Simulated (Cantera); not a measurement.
Feed: 1 mol K2SO4, 0.16 mol CO2, at 47.0 Pa.

These are equilibrium values from Cantera (NASA tables, ideal gas, pure condensed phases), not measurements of a reactor. Candidate condensed phases: C, K, KO2, K2CO3, K2O, K2O2, K2S, K2SO4, S; 26 gas species. Equilibrium is a limit: real reactors are often held back by kinetics, nucleation or transport.

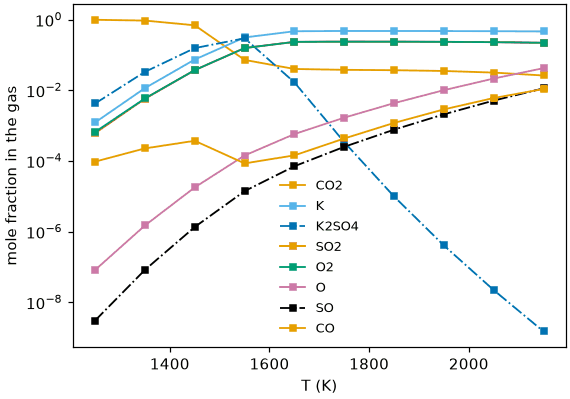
Equilibrium gas composition (values under 1e-9 drawn at 1e-9)

Problem. Read off the mole fractions at 1350 K.

Solution. CO2 about 0.94, K2SO4 about 0.033, K about 0.012, O2 about 0.0059, SO2 about 0.0058, CO about 0.00023, O about 1.5e-6, SO about 8.3e-8.
